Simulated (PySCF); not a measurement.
## Electronic structure of C$_{7}$H$_{10}$OSi (SMILES C=C1C=C/C1=C(\C)O[SiH3]) in real space

```tsv
atom	x (Å)	y (Å)	z (Å)
C	-1.8931	-1.7793	-0.9648
C	-1.8929	-0.5044	-0.5714
C	-2.8666	0.6119	-0.5146
C	-1.9458	1.4624	0.0215
C	-0.8861	0.4374	0.0165
C	0.4048	0.3583	0.3741
C	1.1821	1.4864	0.9662
O	1.0505	-0.8301	0.2294
Si	2.6798	-1.1629	0.0473
H	-2.7926	-2.2448	-1.3753
H	-0.9879	-2.3826	-0.8776
H	-3.9167	0.7077	-0.7937
H	-1.9797	2.5073	0.3362
H	0.5708	2.3949	1.0357
H	1.5379	1.2296	1.9782
H	2.0719	1.7238	0.3566
H	3.2440	-0.4470	-1.1373
H	3.4542	-0.7676	1.2623
H	2.7560	-2.6335	-0.1493
```

Geometry: PBE0-D3(BJ)/def2-SVP.

Method: PBE0/pcSseg-1, SCF density, gas phase, non-relativistic in PySCF 2.14.0.

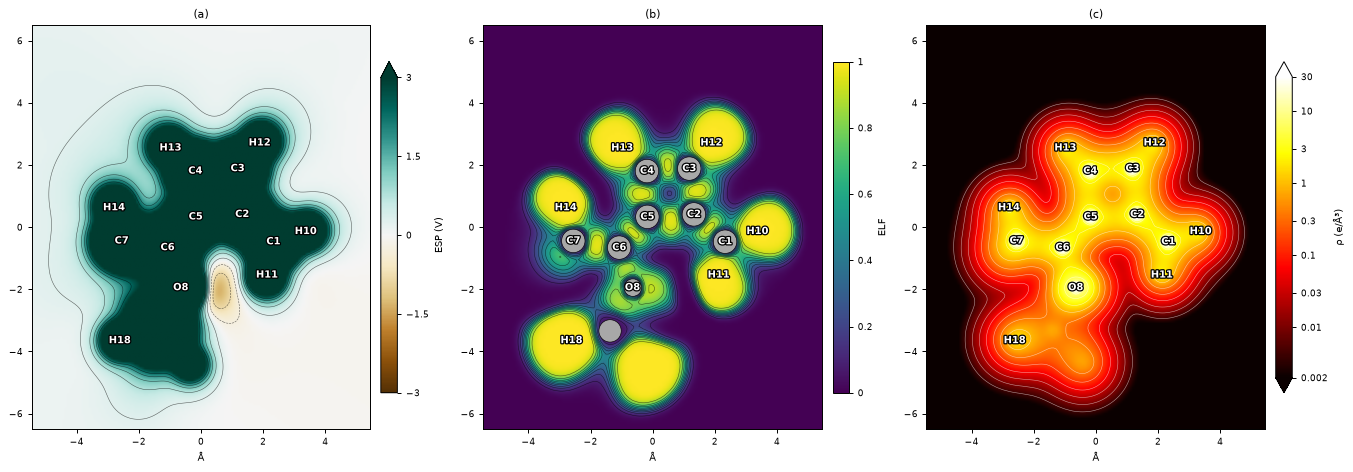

Figure 1. (a) electrostatic potential; (b) ELF; (c) electron density on the plane of atoms C6, C7 and H14. Grey discs cover the atomic cores in the ELF map.

What does the map show?

Answer. The plane passes through C, O and H nuclei. C–C (1.33 Å): ρ at the midpoint is about 2.3 e/Å³; the ELF peaks at about 0.95 between the atoms (a multiple bond). C–O (1.36 Å): the density is about 2.3 e/Å³ at the midpoint, with its minimum of 1.9 e/Å³ about 0.5 Å from C; the ELF peaks at about 0.90 between the atoms: a shared but strongly polarised pair. C–H (1.09 Å): ρ is about 2 e/Å³ halfway; the ELF climbs to about 1 towards the hydrogen, as it does in any bond to H; an ordinary covalent bond to hydrogen. C–C (1.47 Å): the density is about 1.8 e/Å³ at the midpoint; the ELF peaks at about 0.95 between the atoms, as expected for a shared electron pair. Outside the dense part of the molecule the potential is most negative (−1.3 V) near O8.

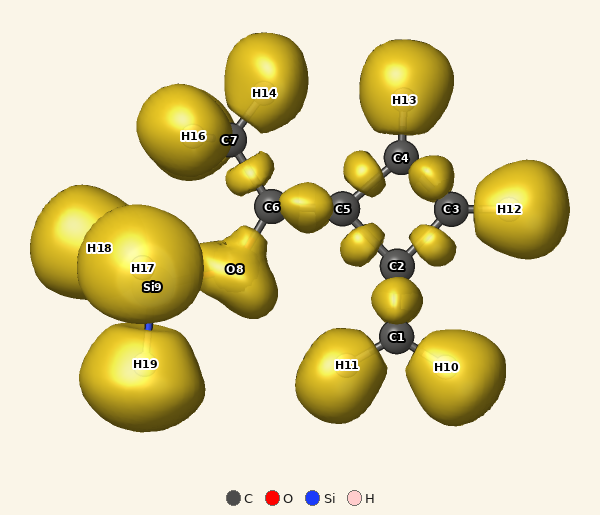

Figure 2. Isosurface of the ELF at 0.75 (yellow), seen across its widest extent. Core shells and regions of very low density are left out.

Describe the localisation domains.

Answer. The ELF exceeds this value in seven regions between bonded C–C atoms (shared pairs), ten regions around hydrogen nuclei and one region on O in which the atom's valence shell and bonds are merged.

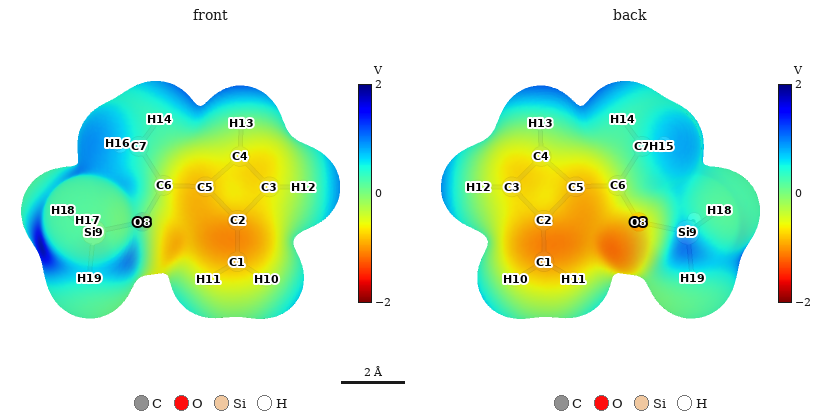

Figure 3. The electrostatic potential painted on the density surface at 0.002 e/bohr³, seen from the front and from behind; the colour scale runs from red (negative) to blue (positive).

Where is the surface potential most negative and most positive?

Answer. The most negative region (about −1.1 V) lies over C1, C2 and O8, the most positive (about +1.6 V) over Si9.

What dipole moment does the calculation give?

Answer. Its dipole moment is 1.72 D.
